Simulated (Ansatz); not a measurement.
# Ta wire along [111], 10 atoms a period: bands along the axis, part 2 of 2

Aim: is the Ta wire along [111], 10 atoms a period a metal or a semiconductor?

Ansatz 0.2.0; DFT PBE, plane waves, PAW; relaxation of a wire's period; PAW set soft_1 (the session's first sound run).

So far: Set-up; Relaxation of atoms and period.

## Step 2: Relaxation of atoms and period (continued)

The steps of the relaxation:

```tsv
step	energy less that of the first step (eV)	largest force component (eV/Å)	pressure (GPa)	volume (Å³)
1	0.0000	1.6591	-5.78	540.38
2	-1.1345	1.3611	1.37	519.08
3	-1.0972	1.6642	0.14	521.64
4	-1.3450	0.1375	-0.11	519.69
5	-1.3430	0.1275	0.00	518.18
6	-1.3521	0.0453	0.01	517.72
7	-1.3519	0.0423	-0.02	516.84
8	-1.3529	0.0073	-0.01	517.21
9*	-1.3514	0.0073	-0.01	517.21
```

Relaxation steps marked * repeat the geometry before them on a plane-wave basis chosen anew for their cell, so energy and pressure can jump there. Relaxation steps 3, 5, 7 were tried and not accepted.

Forces are held to the 2 operations that the run works with; a distortion that breaks them can't arise in this run.

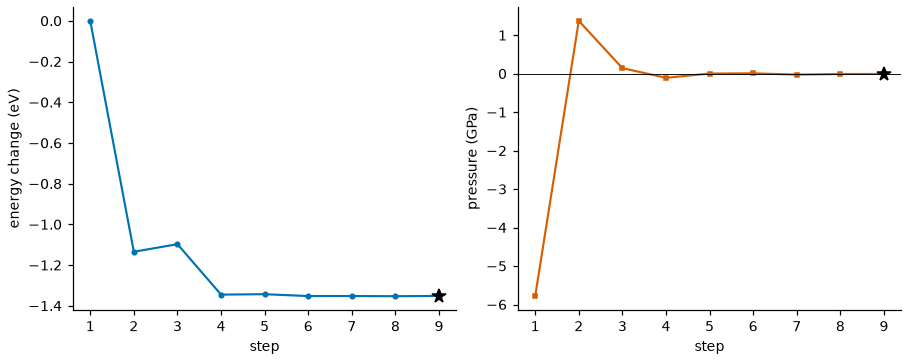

Energy and pressure along the relaxation. Stars mark steps on a basis chosen anew.

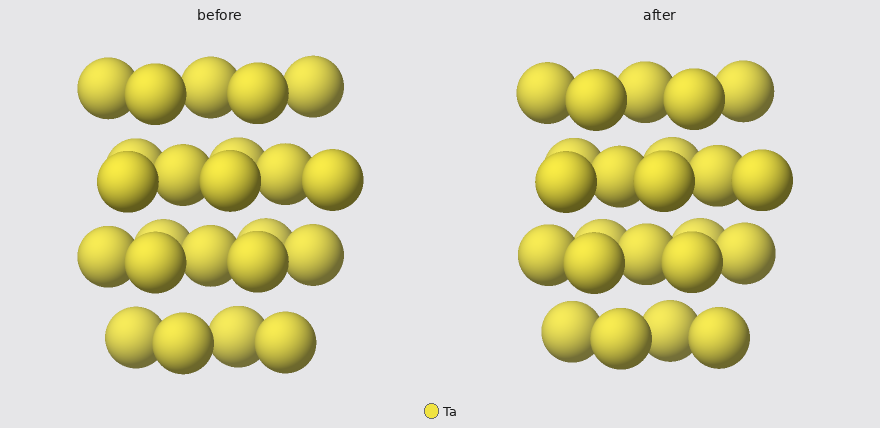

Before and after, at one scale.

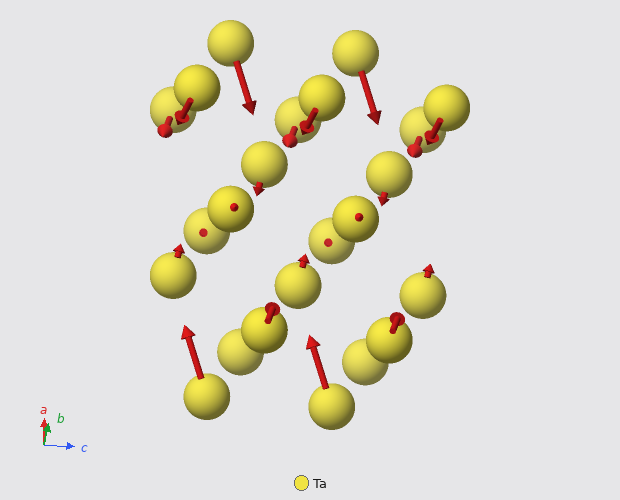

Displacements in the relaxation, exaggerated, measured against the changing cell; the longest in the cell stands for 0.21 Å. 1×1×2 cells are drawn. Some periodic images of atoms are drawn too.

```tsv
cell as run	before	after	change
c (Å)	2.875	2.752	-4.3 %
```

The atoms that moved most (Å, along periodic axes as changes of fractional coordinates times the final cell, across vacuum about the mean position):

```tsv
atom	dx	dy	dz	length
Ta6	-0.169	-0.095	0.075	0.208
Ta3	0.169	0.095	-0.075	0.208
Ta10	-0.127	0.055	-0.034	0.143
Ta7	0.127	-0.055	0.034	0.143
Ta2	-0.016	-0.138	-0.030	0.142
Ta8	0.016	0.138	0.030	0.142
Ta9	-0.045	-0.025	-0.009	0.052
Ta1	0.045	0.025	0.009	0.052
```

Numbers from this step:

| Quantity | Value |
| --- | --- |
| energy at zero smearing | -99319.4110 eV |
| cell length along the wire | 2.752 Å |

The cell's length comes to 2.752 Å with spin left out.

## Step 3: Bands of the perfect wire

This step: DFT PBE, plane waves, PAW; bands of a perfect wire; PAW set soft_1 (Ansatz 0.2.0).

At the relaxed period the bands are computed along the axis; those that cross an energy going forward count the channels that a perfect wire would open there.

Contents of input.yaml:

```yaml
crystal:
  lattice:
    - [13.843, 0.0, 0.0]
    - [0.0, 13.577, 0.0]
    - [0.0, 0.0, 2.7518761311]
  atoms:
    - { symbol: Ta, position: [0.418465409, 0.451954572, 0.003179053] }
    - { symbol: Ta, position: [0.583659262, 0.739413967, 0.989159064] }
    - { symbol: Ta, position: [0.257818319, 0.357219669, 0.306069621] }
    - { symbol: Ta, position: [0.414293879, 0.651288192, 0.333763611] }
    - { symbol: Ta, position: [0.585706121, 0.348711808, 0.332903056] }
    - { symbol: Ta, position: [0.742181681, 0.642780331, 0.360597046] }
    - { symbol: Ta, position: [0.254804817, 0.545879777, 0.678919342] }
    - { symbol: Ta, position: [0.416340738, 0.260586033, 0.677507603] }
    - { symbol: Ta, position: [0.581534591, 0.548045428, 0.663487614] }
    - { symbol: Ta, position: [0.745195183, 0.454120223, 0.987747324] }
kpoints:
  mp_grid: { grid: [1, 1, 30] }
  band_path: { path: ["Γ", Z], npoints: 90 }
scf:
  occupations: { method: fermi_dirac, width: 0.05 }
hamiltonian:
  xc: pbe
  pseudopotentials: { kind: paw, azcp: { folder: soft_1 } }
output:
  dos: { e_range: [-5, 4] }
  write_potential: true
  write_density: true
  volumetric_format: npy
```

On the command line:

```
$ ansatz run input.yaml --threads 4 --pin off --max-ram 16384MiB --backend cpu --events-out ev --progress --plain --runs-dir out
```

Numbers of over 12 decimals in the logs are rounded to 6 here.

What it wrote:

```text
[...]
Crystal: 10 atoms, lattice volume = 517.205 Å³
Basis set: ecut = 420 eV, 10179 PW (Γ)
Bands: 78, of which v1, the nominal top of the filled ones, is band 65 counted from 1 (64 counted from 0)
Symmetry: 2 space group operations
[...]
k-points: 16 of 30
[...]
SCF iter   1: F=—  HF=-99331.524420 eV  |F-HF|=—  |Δ(HF+E_count)|=         —  Δρ=4.55e-2  dr2=9.11e1  ethr=3.10e-3  ⟨swp⟩=11.1  Hψ=6335  notcnv=0
[...]
SCF iter  11: F=-99319.473229 eV  HF=-99319.473229 eV  |F-HF|=2.74e-8  |Δ(HF+E_count)|=   1.87e-7  Δρ=2.77e-6  dr2=9.19e-8  ethr=7.69e-11  ⟨swp⟩=12.8  Hψ=5429  notcnv=0
SCF 1 converged in 11 iterations: F = -99319.473229 eV  dr2 = 9.19e-8
[...]
NSCF: frozen V_eff on 91 k-points
WARN: The output density's exchange-correlation potential varies sharply where the density is thin. Do not read a vacuum level from v_tot or v_xc, or from such a field of the output density. On a cell that repeats whose density bears no net charge and no dipole along the vacuum's axis use v_es (v_loc + v_h of the components); under efield.dipole_correction with no amplitude use v_es + v_field, which holds any externa [...]
SCF converged after 11 iterations
Free energy (F): -99319.473229 eV
[...]
Internal energy: -99319.359741 eV  (E = F + TS)
E sigma→0 (E₀):  -99319.416485 eV
Entropy (-TS):   -0.113488 eV (-11.349 meV/atom)
Fermi energy:    4.107794 eV
[...]
--- Band table (eV; the first three rows and the last of 16) ---
  k-point 0: bands = [... 61 lower, 3.4843, 3.5283, 3.6355, 3.6851, 3.7739, 4.1129, 4.1314, 4.6389, ... 9 higher]
  k-point 1: bands = [... 61 lower, 3.4631, 3.5411, 3.6607, 3.6787, 3.8127, 4.0948, 4.1262, 4.6278, ... 9 higher]
  k-point 2: bands = [... 61 lower, 3.3969, 3.6075, 3.6435, 3.7301, 3.9263, 4.0405, 4.1121, 4.5916, ... 9 higher]
  k-point 15: bands = [... 61 lower, 3.9453, 4.1732, 4.6782, 4.6874, 5.1407, 5.1524, 5.1825, 5.1858, ... 9 higher]
```

Run time: 43 s. Hardware: 4 threads of Arm Neoverse V2, shared host; peak memory 2.1 GiB; 2.8 min of CPU time.

Reading the cycles: dr2 is the Hartree energy of the density residual (eV), the measure of convergence; HF is the Harris–Foulkes estimate of the energy, which meets the free energy F at convergence.

This step gave:

```
energy at zero smearing : -99319.4165 eV
band gap                : 0 eV
```

Electronic bands along the path, in eV, zero at the Fermi level:

```tsv
point	band 63	band 64	band 65	band 66	band 67	band 68	band 69	band 70
Γ	-0.58	-0.47	-0.42	-0.33	0.01	0.02	0.53	0.60
Z	0.07	0.57	0.58	1.03	1.04	1.07	1.08	1.55
```

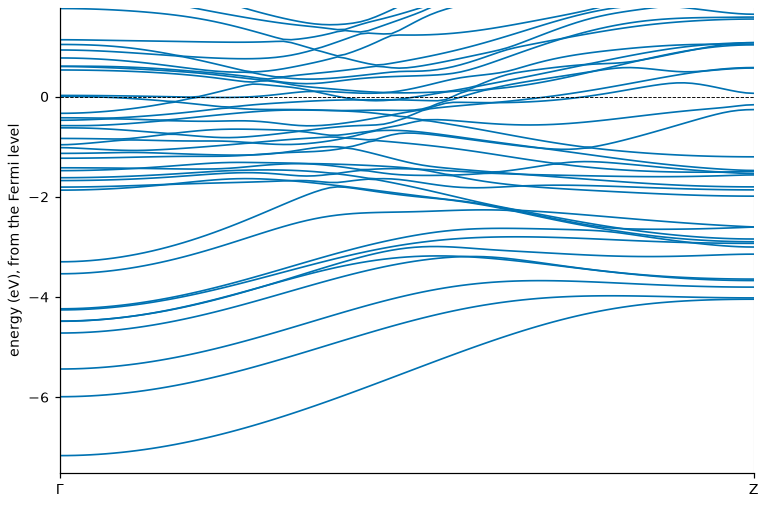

Electronic bands along the path.

Between Γ and Z the bands cross the Fermi level 10 times, so a perfect wire would conduct at least 10 G₀, with spin left out.

## Step 4: Summary of results

```
cell length, PBE                                            : 2.752 Å
ballistic conductance by band crossings, a lower bound, PBE : 10 G₀
```

In words: Under PBE the cell's length is 2.75 Å, and the bands cross the Fermi level 10 times between Γ and Z, which gives a perfect wire at least 10 G₀ (opposite crossings within one step of the path cancel in such a count). No spin was allowed, though thin wires with open d shells can turn magnetic. Spin-orbit coupling is left out, which matters for the bands of heavy atoms.

[Logs are printed without paths, hosts, clocks, repeated set-up lines and the standing remarks that a program may print on its own settings, such as how far it seeks lower states.]

[Hosts, paths, dates, database ids (printed as entryN), source tags and the programs' standing remarks are cut or masked in the printed files.]
